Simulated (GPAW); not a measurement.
**Collinear magnetic orders of linear Fe chain, spacing 2.318 A with GPAW**

Aim: find out whether linear Fe chain, spacing 2.318 A carries moments, and which collinear order costs least.

Calculated with GPAW 26.7.0; LDA; plane waves with GPAW's PAW setups, scalar-relativistic.

## (1) The starting structure

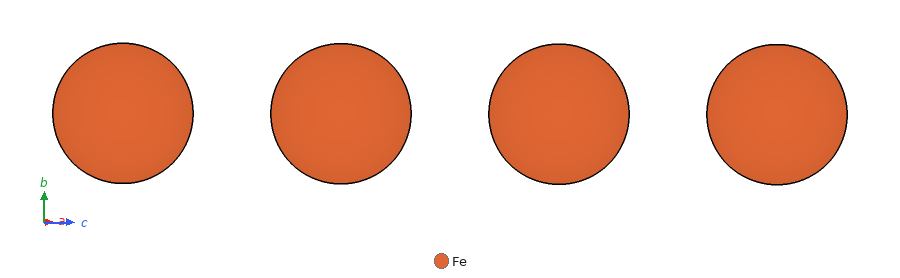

The starting structure, seen from the side, with the c axis across the page (iron orange). 1×1×3 cells are drawn. Some periodic images of atoms are drawn too.

The cell holds 1 atom: 1 Fe. Its edges and angles: a = 12.000 Å, b = 12.000 Å, c = 2.318 Å, α = 90.0°, β = 90.0°, γ = 90.0°. model lattice. Vacuum lies along a and b. The structure's axis is c.

## (2) Start 1: ferro +

Parallel moments need no larger cell; this start tests for a ferromagnetic state only.

Contents of order1.py:

```python
import json
import numpy as np
from ase import Atoms
from ase.parallel import paropen, parprint
from gpaw import GPAW

atoms = Atoms(['Fe'],
    cell=[[12.0, 0.0, 0.0],
         [0.0, 12.0, 0.0],
         [0.0, 0.0, 2.318]],
    scaled_positions=[[0.5, 0.5, 0.0]],
    pbc=True,
    magmoms=[2.8])
atoms.calc = GPAW(mode={'name': 'pw', 'ecut': 550},
    xc='LDA',
    kpts={'size': (1, 1, 12), 'gamma': True},
    occupations={'name': 'fermi-dirac', 'width': 0.05},
    convergence={'density': 1e-05, 'energy': 1e-05},
    maxiter=200,
    symmetry={'tolerance': 1e-4},
    txt='order1.txt')
e = atoms.get_potential_energy(force_consistent=True)
res = {'free_energy': e, 'energy_sigma0': atoms.get_potential_energy(), 'fermi_energy': atoms.calc.get_fermi_level()}
res['moments'] = atoms.get_magnetic_moments().tolist()
res['total'] = atoms.get_magnetic_moment()
parprint('site moments (muB):', np.round(res['moments'], 3))
parprint(f"total moment: {res['total']:.3f} muB")
parprint(f'free energy: {e:.6f} eV')
atoms.calc.write('order1.gpw')
with paropen('results.json', 'w') as f:
    json.dump(res, f)
```

Launch:

```sh
> OMP_NUM_THREADS=1 python3 order1.py > order1.log
```

Numbers of over 12 decimals in the logs are rounded to 6 here.

Log:

```text
site moments (muB): [3.034]
total moment: 3.393 muB
free energy: -6.024398 eV

--- order1.txt ---
Input parameters:
  mode=PW(ecut=550),
  convergence={'density': 1e-05, 'energy': 1e-05},
  kpts=MonkhorstPack(size=(1, 1, 12), gamma=True),
  maxiter=200,
  occupations=Occupations(name='fermi-dirac', width=0.05),
  symmetry=Symmetry(tolerance=0.0001),
  xc=XC(name='LDA')

Diagonalizing LCAO Hamiltonian
Converting LCAO to pw mode
        .----------------------------.
       /|                            |
      / |                            |
     /  .----------------------------.
    /  /                            /
   /  /                            /
  /  /                            /
 *  /              Fe            /
 | /                            /
 |/                            /
 *----------------------------*

Atoms  # Å, Bohr magnetons
|   | symbol |        x |        y |        z |    initial magnetic moments |
|---|--------|----------|----------|----------|-----------------------------|
| 0 |     Fe | 6.000000 | 6.000000 | 0.000000 | ( 0.0000,  0.0000,  2.8000) |

Unit cell  # Å
| periodic |         x |         y |        z |   lengths |    angles |
|----------|-----------|-----------|----------|-----------|-----------|
|      yes | 12.000000 |  0.000000 | 0.000000 | 12.000000 | 90.000000 |
|      yes |  0.000000 | 12.000000 | 0.000000 | 12.000000 | 90.000000 |
|      yes |  0.000000 |  0.000000 | 2.318000 |  2.318000 | 90.000000 |

Number of symmetries: 16

BZ-sampling:
  Number of BZ points: 12
  Number of IBZ points: 7

  Monkhorst-Pack size: [1, 1, 12]
  Monkhorst-Pack shift: [0.0, 0.0, 0.041667]

K-points  # in reciprocal-cell coordinates
|   |                                coordinates |     weight |
|---|--------------------------------------------|------------|
| 0 | (  0.00000000,   0.00000000,  -0.00000000) | 0.08333333 |
| 1 | (  0.00000000,   0.00000000,   0.08333333) | 0.16666667 |
| 2 | (  0.00000000,   0.00000000,   0.16666667) | 0.16666667 |
| 3 | (  0.00000000,   0.00000000,   0.25000000) | 0.16666667 |
| 4 | (  0.00000000,   0.00000000,   0.33333333) | 0.16666667 |
| 5 | (  0.00000000,   0.00000000,   0.41666667) | 0.16666667 |
| 6 | (  0.00000000,   0.00000000,   0.50000000) | 0.08333333 |

Plane wave coefficients: 9853
Cutoff: 550.0 eV

Spin-components: 2 (collinear spins)
Bands:           9
Projectors:      6
Spin-degeneracy: 1
Datatype:        complex128

Parallelization:
  kpt:    1
  domain: 1
  band:   1

Density:
  Valence electrons: 8.0
  Components: 2
  Grid points: [70 70 14]
  Charge: 0.0  # |e|

Potential:
  Grid points: [70 70 14]

species:
  Fe:
    name:    Iron
    Z:       26.0
    valence: 8
    core:    18
    charge:  0.0  # [|e|]
    compensation charges:
      type: gauss
      rc: 0.33  # [Å]
      lmax: 2
    cutoffs:
      filter: 2.06  # [Å]
      core: 2.67  # [Å]
    projectors
    | kind |    occ | energy [eV] | rcut [Å] |
    |------|--------|-------------|----------|
    |   4s |  2.000 |      -5.481 |    1.164 |
    |   4p |  0.000 |      -1.431 |    1.058 |
    |   3d |  6.000 |      -7.753 |    1.058 |
    |    s |        |      21.730 |    1.164 |
    |    p |        |      25.780 |    1.058 |
    |    d |        |      19.459 |    1.058 |

    Using partial waves for Fe as LCAO basis

Reference energy: -34557.939371  # eV

eigensolver:
  PPCG
  Converge bands: occupied
  niter=2

density mixing:
  MSR1-Mixer
  Pratt-step length: 0.05
  Maximum mixing coefficient: 0.75
  Old densities: 10
  SVD Regularization: 0.005
  Good broyden scale: 1.0
  Trust region scale: 1.0
  Backstep threshold: 4.0
  History deletion threshold: 6.0
  Fourier metric: weight=20.0, sigma=0.015

occupation numbers:
  Fermi-Dirac:
    width: 0.0500  # eV

poisson solver:
  ecut: 4400.0  # eV

xc functional:
  name: None

convergence criteria:
- Maximum integral of absolute [dens]ity change: 1e-05 electrons / valence electron
- Maximum [total energy] change in last 3 cyles: 1e-05 eV / valence electron
- Maximum integral of absolute [eigenst]ate change: 4e-08 eV^2 / valence electron
maximum number of iterations: 200

SCF iterations
|iter     |      energy | eigst |  dens |  magmom |
|---------|-------------|-------|-------|---------|
|iter:   1|       0s |   -6.776142 | +0.31 |       |  +2.8044|
|iter:   2|       0s |   -6.489503 | -0.89 | -0.61 |  +2.8216|
|iter:   3|       1s |   -5.998327 | -0.43 | -0.66 |  +2.9641|
|iter:   4|       1s |   -5.990770 | -1.48 | -1.01 |  +3.1111|
|iter:   5|       2s |   -6.000597 | -1.99 | -1.41 |  +3.2190|
|iter:   6|       2s |   -6.005037 | -2.43 | -1.72 |  +3.3955|
|iter:   7|       3s |   -6.005054 | -3.37 | -2.34 |  +3.3800|
|iter:   8|       4s |   -6.004934 | -3.74 | -2.33 |  +3.3927|
|iter:   9|       4s |   -6.004903 | -4.24 | -2.91 |  +3.3915|
|iter:  10|       5s |   -6.004886c| -4.66 | -3.08 |  +3.3937|
|iter:  11|       5s |   -6.004894c| -5.19 | -3.73 |  +3.3937|
|iter:  12|       6s |   -6.004898c| -5.40 | -4.19 |  +3.3935|
|iter:  13|       6s |   -6.004898c| -5.71 | -4.55 |  +3.3935|
|iter:  14|       7s |   -6.004899c| -6.04 | -4.87 |  +3.3934|
|iter:  15|       7s |   -6.004898c| -6.47 | -4.79 |  +3.3934|
|iter:  16|       8s |   -6.004898c| -6.92 | -5.09c|  +3.3934|
|iter:  17|       8s |   -6.004898c| -7.15 | -5.48c|  +3.3934|
|iter:  18|       9s |   -6.004898c| -7.54c| -5.75c|  +3.3934|

Converged in 18 steps
Energy contributions relative to reference atoms: (reference = -34557.939371)

Energy contributions:
  Kinetic:          14.679111
  Coulomb:         -12.014537
  Zero:             -0.036303
  External:          0.000000
  Xc:               -8.613669
  Entropy:          -0.038999
  Spinorbit:         0.000000
  ----------------------------
  Free energy:      -6.024398
  Extrapolated:     -6.004898

dipole moment: (-0.000060, -0.000060, -5.638406)  # |e|*Ang

Total magnetic moment: (0.000000, 0.000000, 3.393370)

Local magnetic moments
|        x |        y |        z |
|----------|----------|----------|
| 0.000000 | 0.000000 | 3.034237 |  # Fe   0

Fermi level: -3.865
Eigenvalues  # (at kpt = [0.000, 0.000, -0.000])
| band index |      eig [eV] | occ [0-1] |      eig [eV] | occ [0-1] |
|------------|---------------|-----------|---------------|-----------|
|          0 |        -8.429 |     1.000 |        -6.999 |     1.000 |
|          1 |        -6.835 |     1.000 |        -4.454 |     1.000 |
|          2 |        -6.835 |     1.000 |        -3.897 |     0.654 |
|          3 |        -6.259 |     1.000 |        -3.897 |     0.651 |
|          4 |        -4.862 |     1.000 |        -2.057 |     0.000 |
|          5 |        -4.862 |     1.000 |        -2.057 |     0.000 |
|          6 |        -2.481 |     0.000 |        -2.021 |     0.000 |
|          7 |        -2.481 |     0.000 |        -2.021 |     0.000 |
|          8 |         0.169 |     0.000 |         0.235 |     0.000 |

No gap
No difference between direct/indirect transitions
```

Wall time 12 s (1 MPI rank of AMD EPYC 9R45, shared host); peak memory 0.32 GiB.

Spin moment in the augmentation sphere by atom:

```
atom  spin moment in the augmentation sphere (μB)
 Fe1                                         3.03
```

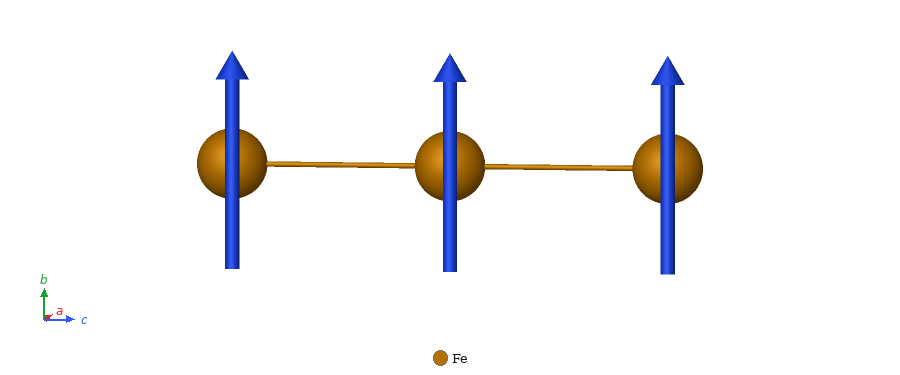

Spin moment in the augmentation sphere as arrows, the longest 3.03 μB. Up and down stand for the sign. Arrows give size and sign along the axis of quantisation, drawn up and down the page. 1×1×2 cells are drawn. Some periodic images of atoms are drawn too.

Numbers from this step:

| Quantity | Value |
| --- | --- |
| magnetization | 3.393 μB |
| final state | ferromagnetic |

After 18 cycles the largest moment stands at 3.03 μB.

## (3) Start 2: antiferro q=(0,0,1/2) +-

Another pattern of signs weighs the neighbour shells otherwise.

This order needs a doubled cell of 2 atoms. Its mesh is chosen so that both cells sample the same points.

order2.py is the script of step 2 with these lines changed:

```diff
@@ -6,12 +6,13 @@
 
-atoms = Atoms(['Fe'],
+atoms = Atoms(['Fe', 'Fe'],
     cell=[[12.0, 0.0, 0.0],
          [0.0, 12.0, 0.0],
-         [0.0, 0.0, 2.318]],
-    scaled_positions=[[0.5, 0.5, 0.0]],
+         [0.0, 0.0, 4.636]],
+    scaled_positions=[[0.5, 0.5, 0.0],
+         [0.5, 0.5, 0.5]],
     pbc=True,
-    magmoms=[2.8])
+    magmoms=[2.8, -2.8])
 atoms.calc = GPAW(mode={'name': 'pw', 'ecut': 550},
     xc='LDA',
-    kpts={'size': (1, 1, 12), 'gamma': True},
+    kpts={'size': (1, 1, 6), 'gamma': True},
     occupations={'name': 'fermi-dirac', 'width': 0.05},
@@ -20,3 +21,3 @@
     symmetry={'tolerance': 1e-4},
-    txt='order1.txt')
+    txt='order2.txt')
 e = atoms.get_potential_energy(force_consistent=True)
@@ -28,3 +29,3 @@
 parprint(f'free energy: {e:.6f} eV')
-atoms.calc.write('order1.gpw')
+atoms.calc.write('order2.gpw')
 with paropen('results.json', 'w') as f:
```

Launch:

```sh
> OMP_NUM_THREADS=1 python3 order2.py > order2.log
```

Log:

```text
site moments (muB): [ 2.538 -2.538]
total moment: -0.000 muB
free energy: -11.290462 eV

--- order2.txt ---
Input parameters:
  mode=PW(ecut=550),
  convergence={'density': 1e-05, 'energy': 1e-05},
  kpts=MonkhorstPack(size=(1, 1, 6), gamma=True),
  maxiter=200,
  occupations=Occupations(name='fermi-dirac', width=0.05),
  symmetry=Symmetry(tolerance=0.0001),
  xc=XC(name='LDA')

Diagonalizing LCAO Hamiltonian
Converting LCAO to pw mode
        .----------------------------.
       /|                            |
      / |                            |
     /  |                            |
    /   |                            |
   /    |                            |
  /     .----------------------------.
 *     /           Fe               /
 |    /                            /
 |   /                            /
 |  /              Fe            /
 | /                            /
 |/                            /
 *----------------------------*

Atoms  # Å, Bohr magnetons
|   | symbol |        x |        y |        z |    initial magnetic moments |
|---|--------|----------|----------|----------|-----------------------------|
| 0 |     Fe | 6.000000 | 6.000000 | 0.000000 | ( 0.0000,  0.0000,  2.8000) |
| 1 |     Fe | 6.000000 | 6.000000 | 2.318000 | ( 0.0000,  0.0000, -2.8000) |

Unit cell  # Å
| periodic |         x |         y |        z |   lengths |    angles |
|----------|-----------|-----------|----------|-----------|-----------|
|      yes | 12.000000 |  0.000000 | 0.000000 | 12.000000 | 90.000000 |
|      yes |  0.000000 | 12.000000 | 0.000000 | 12.000000 | 90.000000 |
|      yes |  0.000000 |  0.000000 | 4.636000 |  4.636000 | 90.000000 |

Number of symmetries: 16

BZ-sampling:
  Number of BZ points: 6
  Number of IBZ points: 4

  Monkhorst-Pack size: [1, 1, 6]
  Monkhorst-Pack shift: [0.0, 0.0, 0.083333]

Plane wave coefficients: 19570
Cutoff: 550.0 eV

Spin-components: 2 (collinear spins)
Bands:           14
Projectors:      12
Spin-degeneracy: 1
Datatype:        complex128

Parallelization:
  kpt:    1
  domain: 1
  band:   1

Density:
  Valence electrons: 16.0
  Components: 2
  Grid points: [70 70 27]
  Charge: 0.0  # |e|

Potential:
  Grid points: [70 70 27]

[... setups left out ...]
Reference energy: -69115.878741  # eV

eigensolver:
  PPCG
  Converge bands: occupied
  niter=2

density mixing:
  MSR1-Mixer
  Pratt-step length: 0.05
  Maximum mixing coefficient: 0.75
  Old densities: 10
  SVD Regularization: 0.005
  Good broyden scale: 1.0
  Trust region scale: 1.0
  Backstep threshold: 4.0
  History deletion threshold: 6.0
  Fourier metric: weight=20.0, sigma=0.015

occupation numbers:
  Fermi-Dirac:
    width: 0.0500  # eV

poisson solver:
  ecut: 4400.0  # eV

xc functional:
  name: None

convergence criteria:
- Maximum integral of absolute [dens]ity change: 1e-05 electrons / valence electron
- Maximum [total energy] change in last 3 cyles: 1e-05 eV / valence electron
- Maximum integral of absolute [eigenst]ate change: 4e-08 eV^2 / valence electron
maximum number of iterations: 200

SCF iterations
|iter     |      energy | eigst |  dens |  magmom |
|---------|-------------|-------|-------|---------|
|iter:   1|       0s |  -12.586937 | +0.33 |       |  +0.0000|
|iter:   2|       1s |  -12.052032 | -1.08 | -0.59 |  +0.0000|
|iter:   3|       3s |  -11.222398 | -0.37 | -0.67 |  -0.0010|
|iter:   4|       4s |  -11.512250 | -1.17 | -1.07 |  +0.0336|
|iter:   5|       5s |  -11.240579 | -1.40 | -0.57 |  -0.0094|
|iter:   6|       6s |  -11.204702 | -2.20 | -0.87 |  +0.0086|
|iter:   7|       8s |  -11.203544 | -2.51 | -1.16 |  +0.0031|
|iter:   8|       9s |  -11.203985 | -3.07 | -1.48 |  +0.0055|
|iter:   9|      10s |  -11.207638 | -3.49 | -1.87 |  +0.0035|
|iter:  10|      11s |  -11.208822 | -3.54 | -1.99 |  +0.0035|
[... 51 iterations left out ...]
|iter:  62|      73s |  -11.207946c| -7.84c| -4.14 |  -0.0001|
|iter:  63|      74s |  -11.207947c| -7.35 | -4.16 |  -0.0000|
|iter:  64|      75s |  -11.207948c| -7.49c| -3.58 |  -0.0001|
|iter:  65|      76s |  -11.207947c| -7.79c| -3.94 |  -0.0001|
|iter:  66|      77s |  -11.207946c| -7.69c| -4.06 |  -0.0001|
|iter:  67|      78s |  -11.207947c| -7.50c| -4.20 |  -0.0000|
|iter:  68|      79s |  -11.207946c| -7.16 | -3.56 |  -0.0001|
|iter:  69|      80s |  -11.207946c| -7.78c| -4.31 |  -0.0000|
|iter:  70|      81s |  -11.207946c| -7.82c| -4.54 |  -0.0000|
|iter:  71|      81s |  -11.207946c| -7.81c| -5.01c|  -0.0000|

Converged in 71 steps
Energy contributions relative to reference atoms: (reference = -69115.878741)

Energy contributions:
  Kinetic:          25.178431
  Coulomb:         -20.446268
  Zero:             -0.072349
  External:          0.000000
  Xc:              -15.785245
  Entropy:          -0.165031
  Spinorbit:         0.000000
  ----------------------------
  Free energy:     -11.290462
  Extrapolated:    -11.207946

dipole moment: (-0.000120, -0.000120, -11.262452)  # |e|*Ang

Total magnetic moment: (0.000000, 0.000000, -0.000008)

Local magnetic moments
|        x |        y |         z |
|----------|----------|-----------|
| 0.000000 | 0.000000 |  2.537633 |  # Fe   0
| 0.000000 | 0.000000 | -2.537641 |  # Fe   1

Fermi level: -3.641
Eigenvalues  # (at kpt = [0.000, 0.000, 0.000])
| band index |      eig [eV] | occ [0-1] |      eig [eV] | occ [0-1] |
|------------|---------------|-----------|---------------|-----------|
|          0 |        -7.810 |     1.000 |        -7.810 |     1.000 |
|          1 |        -6.402 |     1.000 |        -6.402 |     1.000 |
|          2 |        -6.402 |     1.000 |        -6.402 |     1.000 |
|          3 |        -6.203 |     1.000 |        -6.203 |     1.000 |
|          4 |        -6.202 |     1.000 |        -6.202 |     1.000 |
|          5 |        -5.841 |     1.000 |        -5.841 |     1.000 |
|          6 |        -3.564 |     0.176 |        -3.564 |     0.176 |
|          7 |        -3.564 |     0.175 |        -3.564 |     0.175 |
|          8 |        -3.273 |     0.001 |        -3.273 |     0.001 |
|          9 |        -3.188 |     0.000 |        -3.188 |     0.000 |
|         10 |        -3.188 |     0.000 |        -3.188 |     0.000 |
|         11 |        -2.228 |     0.000 |        -2.228 |     0.000 |
|         12 |        -2.228 |     0.000 |        -2.228 |     0.000 |
|         13 |        -0.456 |     0.000 |        -0.456 |     0.000 |

No gap
No difference between direct/indirect transitions
```

Run time: 85 s. Hardware: 1 MPI rank; peak memory 0.51 GiB.

Spin moment in the augmentation sphere by atom:

```csv
atom,spin moment in the augmentation sphere (μB)
Fe1,2.54
Fe2,-2.54
```

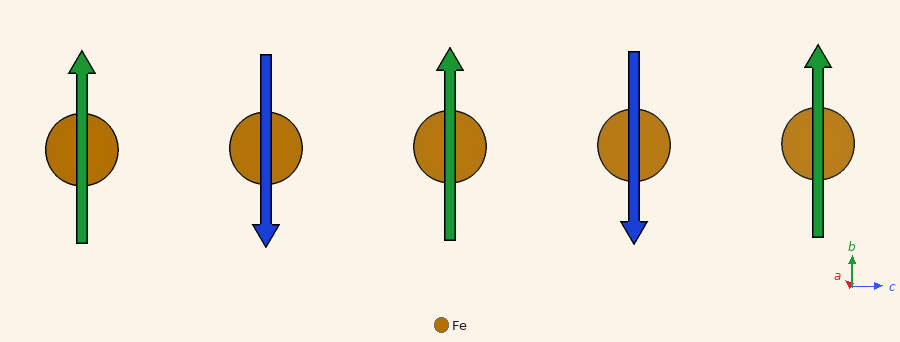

Spin moment in the augmentation sphere as arrows, the longest 2.54 μB. Up and down stand for the sign. Arrows give size and sign along the axis of quantisation, drawn up and down the page. The two directions have two colours. 1×1×2 cells are drawn. Some periodic images of atoms are drawn too.

Numbers from this step:

```yaml
magnetization: 0 μB
final_state: antiferromagnetic
```

It lies 379 meV a seeded atom over the first start, and its largest moment is 2.54 μB against 3.03 μB.

(Continued in part 2 of 2.)

[Logs and program files are shortened in this print: banners, set-up blocks, solver, clock and traceback lines can be left out without a mark of their own.]

[Logs are printed without paths, hosts, clocks, repeated set-up lines and the standing remarks that a program may print on its own settings, such as how far it seeks lower states.]

[Hosts, paths, dates, database ids (printed as entryN), source tags and the programs' standing remarks are cut or masked in the printed files.]

[Where a cell is said to come from a database of computed structures, the database is the Materials Project.]
